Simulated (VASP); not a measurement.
Band structure of CaO (rock salt). Method: PBEsol GGA, VASP's PBE PAW potentials (set 64) (plane waves; VASP 6.6.1).

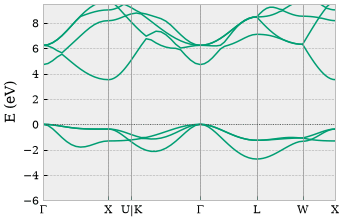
Fig. 1. Bands along high-symmetry lines, zero at the valence-band maximum or, without a gap, the Fermi level

Problem. Read the plot: is there a gap, and where are the band edges?

Solution. The gap is indirect, 3.53 eV, from the valence maximum at Γ to the conduction minimum at X. (Edges off the drawn lines would not show.)

The compound is CaO in the rock salt structure. It was relaxed first.
